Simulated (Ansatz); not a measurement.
# BH4SSe (charge +1): what the fields show

Input

```
crystal:
  periodic: [false, false, false]
  atoms:
    - { symbol: B, position_ang: [-1.4845, 0.45551, -0.63417] }
    - { symbol: Se, position_ang: [-0.66367, -0.59818, 0.64896] }
    - { symbol: S, position_ang: [1.60157, -0.23264, 0.16966] }
    - { symbol: H, position_ang: [-2.64889, 0.47445, -0.60807] }
    - { symbol: H, position_ang: [-0.87955, 1.06749, -1.41605] }
    - { symbol: H, position_ang: [1.99288, 0.29023, 1.35491] }
    - { symbol: H, position_ang: [2.08216, -1.45686, 0.48475] }
total_charge: 1
basis:
  gaussian: { orbitals: def2-SVP }
hamiltonian:
  xc: { name: BHLYP }
  dispersion: d4
relax:
  f_tol: 0.02
  max_steps: 50
output:
  orbitals: {}
```

Launched as:

```sh
ansatz run input.yaml --threads 2 --pin off --max-ram 3072MiB --backend cpu --events-out ev --progress --plain --runs-dir out
```

The fields are those of the relaxed geometry.

Level of theory: RKS BHLYP-D4/def2-SVP (Ansatz 0.2.0).

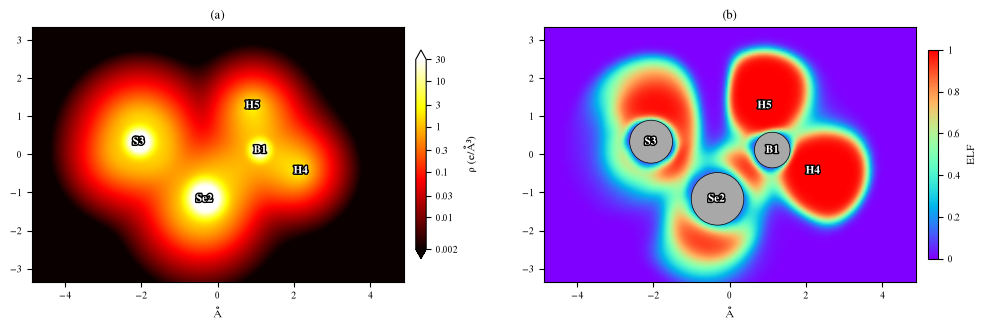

Figure 1. (a) total electron density; (b) ELF on the plane of atoms Se2, B1 and H4. Grey discs cover the atomic cores in the ELF map.

### Describe what can be read from this map.

- The plane passes through B, Se, S and H nuclei.
- B–Se (1.92 Å): the density is about 1.1 e/Å³ at the midpoint, with its minimum of 0.91 e/Å³ about 0.6 Å from B; the ELF peaks at about 0.90 between the atoms (localised, covalent bonding).
- Se–S (2.30 Å): ρ at the midpoint is about 0.66 e/Å³; the ELF peaks at about 0.90 between the atoms (localised, covalent bonding).
- B–H (1.19 Å): ρ is about 1.3 e/Å³ halfway; the ELF climbs to about 1 towards the hydrogen, as it does in any bond to H: an ordinary covalent bond to hydrogen.
- The ELF also peaks beside Se2 and S3, away from the bonds: lone-pair regions.

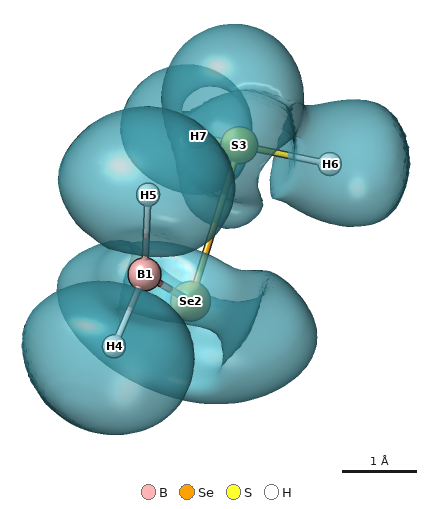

Figure 2. Isosurface of the ELF at 0.75 (cyan), seen at an oblique angle. Only the valence region is drawn (cores and ρ < 0.01 e/Å³ removed).

### Describe the localisation domains.

The surface consists of two regions around hydrogen nuclei, one region on Se in which the atom's valence shell and bonds are merged and one joined region spread over several atoms (H, S), in which their bonds and any lone pairs are merged.

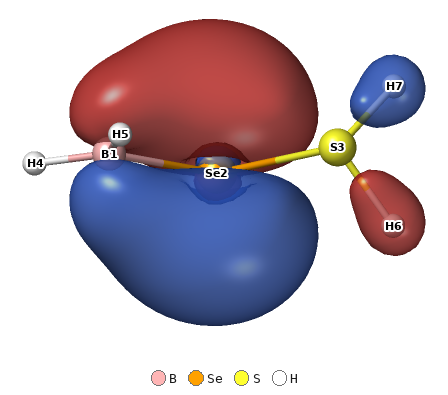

Figure 3. The HOMO at ±0.08 Å⁻³ᐟ² (red and blue are the two phases), seen from one side.

### What is the character of this orbital?

It lies mainly on Se2 (about 80 %) and B1 (about 10 %); largely a lone pair of Se2. Its energy is −14.48 eV.

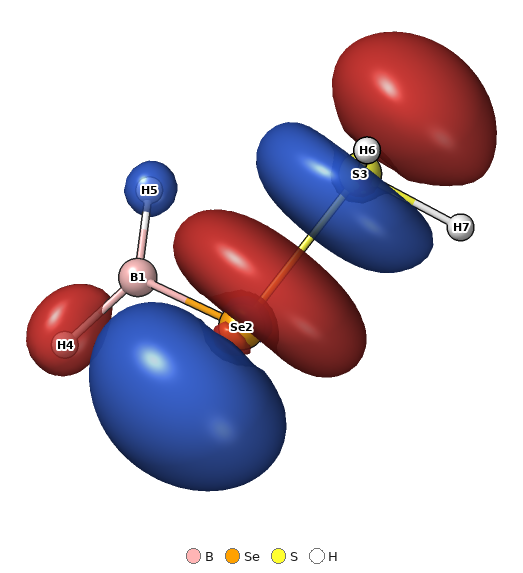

Figure 4. One frontier orbital at ±0.1 Å⁻³ᐟ² (red and blue are the two phases), seen at a tilt.

### Which orbital is it: HOMO or LUMO?

The LUMO, at −7.06 eV. It lies mainly on Se2 (about 55 %) and S3 (about 35 %).
